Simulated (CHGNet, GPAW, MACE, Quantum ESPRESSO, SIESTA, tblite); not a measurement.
# SIESTA on random packing of P45S55 (at. %) (78 atoms): settings against a plane-wave reference, part 2 of 2

Wanted: SIESTA inputs and outputs for random packing of P45S55 (at. %) (78 atoms), checked against a plane-wave reference.

Program: SIESTA 5.4.2; the method stands at each step. Banners, paths, timers and routine set-up lines are dropped from the logs unmarked, and long logs keep their key lines alone; longer cuts are marked. The potentials were converted by us to PSML.

So far. Step 3 (PBE, DZ, shift 0.01 Ry, mesh 300 Ry): Against the first run (15 %), the force difference from the reference is 84 %, at 0.48 times the CPU time (on 1 against 2 cores), with 624 basis functions against 1014: the smaller basis costs accuracy. Step 4 (PBE, SZP, shift 0.01 Ry, mesh 300 Ry): Against the first run (15 %), the force difference from the reference is 40 %, at 0.86 times the CPU time (on 1 against 2 cores), with 702 basis functions against 1014: the smaller basis costs accuracy.

**5. OptB88-vdW, PBE potentials, DZP, shift 0.01 Ry, mesh 300 Ry**

Method: Kohn-Sham DFT, optB88-vdW, PseudoDojo 0.4.1 norm-conserving pseudopotentials (converted to PSML), numerical atomic orbitals (DZP), diagonalisation.

The input, input.fdf:

```
SystemLabel cell
NumberOfAtoms 78
NumberOfSpecies 2
%block ChemicalSpeciesLabel
  1 15 P
  2 16 S
%endblock ChemicalSpeciesLabel
LatticeConstant 1.0 Ang
%block LatticeVectors
  12.56590 0.00000 0.00000
  0.00000 12.56590 0.00000
  0.00000 0.00000 12.56590
%endblock LatticeVectors
PAO.BasisSize DZP
PAO.EnergyShift 0.01 Ry
XC.Functional VDW
XC.Authors KBM
MeshCutoff 300 Ry
%block kgrid_Monkhorst_Pack
  1 0 0 0.0
  0 1 0 0.0
  0 0 1 0.0
%endblock kgrid_Monkhorst_Pack
SolutionMethod diagon
OccupationFunction FD
ElectronicTemperature 580 K
SCF.Mixer.Method Pulay
SCF.Mixer.Weight 0.15
SCF.Mixer.History 8
SCF.Mix Hamiltonian
MaxSCFIterations 300
SCF.DM.Tolerance 1e-04
SCF.H.Tolerance 1.0e-3 eV
WriteForces T
Write.HirshfeldPop T
Write.VoronoiPop T
Write.DM F
Write.H F
XML.Write F
AtomicCoordinatesFormat Fractional
%block AtomicCoordinatesAndAtomicSpecies
[... 78 atom lines left out: the same atoms as in the first run ...]
%endblock AtomicCoordinatesAndAtomicSpecies
```

Started as:

```console
OMP_NUM_THREADS=1 mpirun -np 2 siesta < input.fdf > output.txt
```

Log:

```text
Version         : 5.4.2
reinit: System Name:
reinit: System Label: cell
initatom: Reading input for the pseudopotentials and atomic orbitals ----------
Species number:   1 Atomic number:   15 Label: P
Species number:   2 Atomic number:   16 Label: S
Ground state valence configuration (from tables):   3s02  3p03  3d00  4f00
Ground state valence configuration (from tables):   3s02  3p04  3d00  4f00
---- Processing specs for species: P
GGA--PBE XC_GGA_X_PBE--XC_GGA_C_PBE pb
---- Processing specs for species: S
GGA--PBE XC_GGA_X_PBE--XC_GGA_C_PBE pb
P pseudopotential only contains V_ls up to l=2 -- lmxkb reset.
S pseudopotential only contains V_ls up to l=2 -- lmxkb reset.
Using PAO.SplitTailNorm
%block ChemicalSpeciesLabel
[... lines left out ...]
Total number of electrons:   433.000000
[... lines left out ...]
stepf: Fermi-Dirac step function
        iscf     Eharris(eV)        E_KS(eV)     FreeEng(eV)     dDmax    Ef(eV) dHmax(eV)
[... lines left out ...]
SCF Convergence by DM+H criterion
[... lines left out ...]
SCF cycle converged after 29 iterations
[... lines left out ...]
   Max    2.110256
[... lines left out ...]
   Max    2.110256    constrained
Stress tensor Voigt[x,y,z,yz,xz,xy] (kbar):      104.30       95.75      103.25       -0.60        4.26        6.70
[... lines left out ...]
siesta: DEna    =       360.260133
siesta: DUscf   =        10.292940
siesta: Ex      =     -4919.026512
siesta: Ec      =      -648.956875
siesta: Exc     =     -5567.983387
siesta: Eharris =    -19502.741349
siesta: Etot    =    -19502.741348
siesta: FreeEng =    -19503.295286
siesta: Final energy (eV):
siesta:  Band Struct. =   -4401.436075
siesta:       Kinetic =    6583.572175
siesta:       Hartree =    2972.617779
siesta:         Exch. =   -4919.026512
siesta:         Corr. =    -648.956875
siesta:   Exch.-corr. =   -5567.983387
siesta:  Ion-electron =  -11478.694685
siesta:       Ion-ion =  -12012.253229
siesta:         Total =  -19502.741348
siesta:         Fermi =      -4.547645
siesta: Stress tensor (static) (eV/Ang**3):
siesta:     0.065099    0.004185    0.002656
siesta:     0.004185    0.059764   -0.000377
siesta:     0.002656   -0.000377    0.064441
siesta: Cell volume =       1984.178767 Ang**3
siesta: Pressure (static):
siesta:                Solid            Molecule  Units
siesta:          -0.00068726         -0.00064904  Ry/Bohr**3
siesta:          -0.06310112         -0.05959227  eV/Ang**3
siesta:        -101.09913387        -95.47734664  kBar
    Orbital volume contribution        =          35.661394 eV
    (Free)E + p_basis*V_orbitals       =      -19467.633892 eV
    (Free)Eharris+ p_basis*V_orbitals  =      -19467.633893 eV
Hirshfeld Atomic Populations:
Atom #   charge [q] valence [e]  Species
     1     0.027582    4.972418  P
     2     0.050135    4.949865  P
     3     0.084150    4.915850  P
[...]
36     0.006648    5.993352  S
    37    -0.042654    6.042654  S
    38    -0.065328    6.065328  S
[...]
--------------------
 Total    -0.000009
Voronoi Atomic Populations:
Atom #   charge [q] valence [e]  Species
[...]
34     0.060107    4.939893  P
    35     0.077441    4.922559  P
[...]
77    -0.005185    6.005185  S
    78    -0.080244    6.080244  S
--------------------
 Total    -0.000009
```

The job ended after 12 min (2 MPI ranks of Arm Neoverse V2, shared host; peak memory 2.5 GiB; 24 min of CPU time).

Against the reference:

```yaml
r_m_s_force_component: 0.7272 eV/Å
r_m_s_difference_of_force_components: 257.1 meV/Å
longest_difference_of_force_vectors: 755.8 meV/Å
force_difference_over_r_m_s_force: 28.53 %
slope_of_forces_against_the_reference_s: 0.785
correlation_of_force_components: 0.9727
pressure: -10.11 GPa
pressure_difference: -0.3536 GPa
```

Against the first run (15 %), the force difference from the reference is 29 %, at 4.6 times the CPU time; the model has changed, so this is no error of the program alone.

**6. PBE, DZP, shift 0.04 Ry, mesh 300 Ry**

Method: Kohn-Sham DFT, PBE, PseudoDojo 0.4.1 norm-conserving pseudopotentials (converted to PSML), numerical atomic orbitals (DZP), diagonalisation.

Changes to input.fdf since step 5:

```diff
@@ -14,5 +14,5 @@
 PAO.BasisSize DZP
-PAO.EnergyShift 0.01 Ry
-XC.Functional VDW
-XC.Authors KBM
+PAO.EnergyShift 0.04 Ry
+XC.Functional GGA
+XC.Authors PBE
 MeshCutoff 300 Ry
```

Started as:

```console
OMP_NUM_THREADS=1 siesta < input.fdf > output.txt
```

Log:

```text
Version         : 5.4.2
reinit: System Name:
reinit: System Label: cell
initatom: Reading input for the pseudopotentials and atomic orbitals ----------
Species number:   1 Atomic number:   15 Label: P
Species number:   2 Atomic number:   16 Label: S
Ground state valence configuration (from tables):   3s02  3p03  3d00  4f00
Ground state valence configuration (from tables):   3s02  3p04  3d00  4f00
---- Processing specs for species: P
GGA--PBE XC_GGA_X_PBE--XC_GGA_C_PBE pb
---- Processing specs for species: S
GGA--PBE XC_GGA_X_PBE--XC_GGA_C_PBE pb
[... lines left out ...]
stepf: Fermi-Dirac step function
        iscf     Eharris(eV)        E_KS(eV)     FreeEng(eV)     dDmax    Ef(eV) dHmax(eV)
[... lines left out ...]
SCF Convergence by DM+H criterion
[... lines left out ...]
SCF cycle converged after 33 iterations
[... lines left out ...]
   Max    2.791339
[... lines left out ...]
   Max    2.791339    constrained
Stress tensor Voigt[x,y,z,yz,xz,xy] (kbar):      239.20      234.33      242.74        2.38        5.02        5.13
[... lines left out ...]
siesta: FreeEng =    -19299.022349
[... lines left out ...]
siesta:       Ion-ion =  -12459.949794
siesta:         Total =  -19298.435093
siesta:         Fermi =      -2.706923
siesta: Stress tensor (static) (eV/Ang**3):
siesta:     0.149300    0.003204    0.003133
siesta:     0.003203    0.146258    0.001488
siesta:     0.003133    0.001488    0.151509
siesta: Cell volume =       1984.178767 Ang**3
siesta: Pressure (static):
siesta:                Solid            Molecule  Units
siesta:          -0.00162306         -0.00153363  Ry/Bohr**3
siesta:          -0.14902206         -0.14081181  eV/Ang**3
siesta:        -238.75966347       -225.60538634  kBar
    Orbital volume contribution        =          20.604178 eV
    (Free)E + p_basis*V_orbitals       =      -19278.418171 eV
    (Free)Eharris+ p_basis*V_orbitals  =      -19278.418176 eV
Hirshfeld Atomic Populations:
Atom #   charge [q] valence [e]  Species
     1     0.006813    4.993187  P
     2     0.039162    4.960838  P
     3     0.067286    4.932714  P
[...]
36     0.023416    5.976584  S
    37    -0.031254    6.031254  S
    38    -0.054746    6.054746  S
[...]
--------------------
 Total     0.000029
Voronoi Atomic Populations:
Atom #   charge [q] valence [e]  Species
[...]
34     0.042204    4.957796  P
    35     0.079567    4.920433  P
[...]
77     0.002315    5.997685  S
    78    -0.074550    6.074550  S
--------------------
 Total     0.000029
```

It took 3.2 min on 1 thread; peak memory 0.91 GiB.

Against the reference:

```yaml
r_m_s_force_component: 1.033 eV/Å
r_m_s_difference_of_force_components: 267.6 meV/Å
longest_difference_of_force_vectors: 1277 meV/Å
force_difference_over_r_m_s_force: 29.69 %
slope_of_forces_against_the_reference_s: 1.113
correlation_of_force_components: 0.971
pressure: -23.88 GPa
pressure_difference: -14.12 GPa
```

This is a coarse setting, run to see what it loses.

Against the first run (15 %), the force difference from the reference is 30 %, at 0.62 times the CPU time (on 1 against 2 cores).

**7. Another try, on a changed input**

Changes to input.fdf since step 6:

```diff
@@ -13,4 +13,4 @@
 %endblock LatticeVectors
-PAO.BasisSize DZP
-PAO.EnergyShift 0.04 Ry
+PAO.BasisSize QZ3P
+PAO.EnergyShift 0.01 Ry
 XC.Functional GGA
@@ -30,3 +30,3 @@
 SCF.Mix Hamiltonian
-MaxSCFIterations 300
+MaxSCFIterations 60
 SCF.DM.Tolerance 1e-04
```

Started as:

```console
OMP_NUM_THREADS=1 mpirun -np 2 siesta < input.fdf > output.txt
```

Log:

```text
Version         : 5.4.2
reinit: System Name:
reinit: System Label: cell
initatom: Reading input for the pseudopotentials and atomic orbitals ----------
Species number:   1 Atomic number:   15 Label: P
Species number:   2 Atomic number:   16 Label: S
size_name: Incorrect basis-size option specified, active options are:
  SZ or MINIMAL
  SZP, SZSP, SZ1P, SZP1
  DZ
  DZP, DZSP, DZP1, DZ1P or STANDARD
  DZDP, DZP2, DZ2P
  TZ
  TZP, TZSP, TZP1, TZ1P
  TZDP, TZP2, TZ2P
  TZTP, TZP3, TZ3P
stopping program
stopping program
Stopping Program from Node:    0
Stopping Program from Node:    0
```

Wall time 0.51 s (2 MPI ranks); peak memory 0.15 GiB.

The program stopped at the start. The fault in the input: an unknown basis size (basis QZ3P).

**8. All runs compared**

Differences are against the plane-wave reference, forces as r.m.s. over components; share is that over the reference's r.m.s. force, slope the least-squares factor from reference forces to these. Total energies of different programs have different zeros and aren't compared.

| run | Δ force, r.m.s. (meV/Å) | share (%) | slope | Δ pressure (GPa) | cores | CPU time | memory (GiB) |
| --- | --- | --- | --- | --- | --- | --- | --- |
| reference | - | - | - | - | 4 | 38 min | 5.0 |
| SIESTA PBE, DZP, shift 0.01 Ry, mesh 300 Ry | 132 | 14.6 | 0.897 | -1.03 | 2 | 5.1 min | 1.5 |
| SIESTA PBE, DZ, shift 0.01 Ry, mesh 300 Ry (coarse) | 758 | 84.1 | 0.430 | 5.04 | 1 | 2.5 min | 0.82 |
| SIESTA PBE, SZP, shift 0.01 Ry, mesh 300 Ry (coarse) | 358 | 39.7 | 0.722 | -0.348 | 1 | 4.4 min | 1.1 |
| SIESTA optB88-vdW, PBE potentials, DZP, shift 0.01 Ry, mesh 300 Ry | 257 | 28.5 | 0.785 | -0.354 | 2 | 24 min | 2.5 |
| SIESTA PBE, DZP, shift 0.04 Ry, mesh 300 Ry (coarse) | 268 | 29.7 | 1.113 | -14.1 | 1 | 3.2 min | 0.91 |

Rows marked coarse were listed beforehand as settings not expected to be converged; some can still land near the reference.

CPU time is summed over cores on a shared host, where runs went side by side, so it is rough. Symmetry, cutoffs, thresholds, outputs and thread counts weren't matched or tuned between programs; memory under MPI is the largest rank's times the ranks.

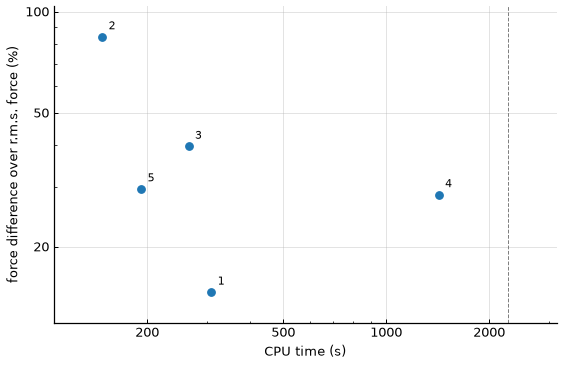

Force difference against CPU time; the dashed line marks the reference's time. Points: 1 SIESTA PBE, DZP, shift 0.01 Ry, mesh 300 Ry; 2 SIESTA PBE, DZ, shift 0.01 Ry, mesh 300 Ry; 3 SIESTA PBE, SZP, shift 0.01 Ry, mesh 300 Ry; 4 SIESTA optB88-vdW, PBE potentials, DZP, shift 0.01 Ry, mesh 300 Ry; 5 SIESTA PBE, DZP, shift 0.04 Ry, mesh 300 Ry.

A second geometry, displaced anew (every atom was moved at random, 0.04 Å r.m.s. a Cartesian component), gives an energy difference that all programs can be tested on. The reference puts it at -3.268 meV/atom.

| run | energy less the first geometry's (meV/atom) | error (meV/atom) | force share at the second geometry (%) |
| --- | --- | --- | --- |
| SIESTA PBE, DZP, shift 0.01 Ry, mesh 300 Ry | -1.475 | 1.79 | 15.3 |
| SIESTA PBE, DZ, shift 0.01 Ry, mesh 300 Ry | 4.088 | 7.36 | 88.3 |
| SIESTA PBE, SZP, shift 0.01 Ry, mesh 300 Ry | 0.3848 | 3.65 | 42.4 |
| SIESTA optB88-vdW, PBE potentials, DZP, shift 0.01 Ry, mesh 300 Ry | -0.0756 | 3.19 | 29.4 |
| SIESTA PBE, DZP, shift 0.04 Ry, mesh 300 Ry | -3.791 | -0.524 | 30.5 |

**9. Outcome**

```
nearest in forces : SIESTA PBE, DZP, shift 0.01 Ry, mesh 300 Ry, 15 %
its CPU time      : 5.1 min
```

**Reading.** The PBE run in local orbitals, coarse settings apart, differs by 15 % (SIESTA PBE, DZP, shift 0.01 Ry, mesh 300 Ry); basis, grid and potentials can all enter. Rows with another functional or a dispersion term differ by 29 % (SIESTA optB88-vdW, PBE potentials, DZP, shift 0.01 Ry, mesh 300 Ry), which mixes the change of model with differences of basis and potentials, some of them made for another functional. Runs with settings chosen to be coarse differ by 30 % (SIESTA PBE, DZP, shift 0.04 Ry, mesh 300 Ry) to 84 % (SIESTA PBE, DZ, shift 0.01 Ry, mesh 300 Ry), their programs' other errors included. Of the electronic-structure runs that take under half the reference's CPU time, SIESTA PBE, DZP, shift 0.01 Ry, mesh 300 Ry comes nearest, at 15 % in 5.1 min against 38 min. SIESTA PBE, DZP, shift 0.04 Ry, mesh 300 Ry stiffens the forces by a factor of 1.11 while following their directions (correlation 0.971). In pressure, SIESTA PBE, DZP, shift 0.04 Ry, mesh 300 Ry misses by -14.1 GPa, at the same functional. The energy difference between the two geometries, -3.27 meV/atom in the reference, is met best by SIESTA PBE, DZP, shift 0.04 Ry, mesh 300 Ry (coarse) (-0.524) and worst by SIESTA PBE, DZ, shift 0.01 Ry, mesh 300 Ry (coarse) (+7.36). The reference's pressure holds the uncorrected Pulay stress of its 45 Ry basis, so small pressure differences, and their order, may be the reference's own error. The electron count is odd in these runs, and they have no spin polarisation, so the unpaired electron is spread evenly over both spins. The reference's pressure of -9.8 GPa belongs to a cell and atoms that aren't relaxed at this level. The electronic-structure runs sample only Γ, in a cell whose shortest periodic width is 13 Å, which is coarse for a cell with partly filled levels.

[Also dropped from logs without a mark: logging warnings of Python, and SIESTA's first energy breakdown and zero terms.]

[Logs are printed without paths, hosts, clocks, repeated set-up lines and the standing remarks that a program may print on its own settings, such as how far it seeks lower states.]

[Hosts, paths, dates, database ids (printed as entryN), source tags and the programs' standing remarks are cut or masked in the printed files.]
